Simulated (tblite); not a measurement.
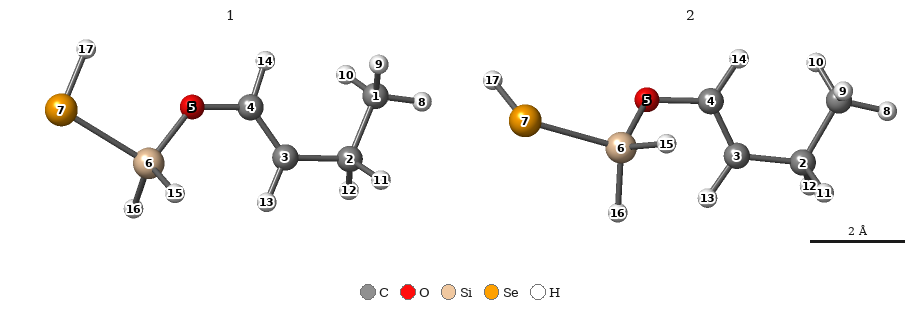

Two geometries of C$_{4}$H$_{10}$OSeSi, drawn at one scale. One is the start of a relaxation, the other its converged end. The picture is a ball-and-stick view, seen at a tilt.

The calculation used tblite 0.8.0, GFN2-xTB geometry optimisation, gas phase. 

**Which one is relaxed?**

Structure 1 is the relaxed one. The atom that moves furthest after the best rigid fit is H17 (1.38 Å). By element the largest moves are H 1.38 Å, O 0.54 Å, Se 0.51 Å, C 0.51 Å, Si 0.48 Å. Among the contacts that change: Se7–H17 1.551 → 1.431 Å, O5–Si6 1.721 → 1.619 Å, C4–O5 1.407 → 1.354 Å, C1–H9 1.130 → 1.087 Å. Bond angles that change, for instance: C4–O5–Si6 118.1° → 131.0°, O5–Si6–Se7 113.1° → 100.4°, Si6–Se7–H17 107.9° → 96.3°. Groups turn about C4–O5 by about 60°, Si6–Se7 by about 25°. The energy falls by 18.6 kcal/mol in 138 geometry steps.
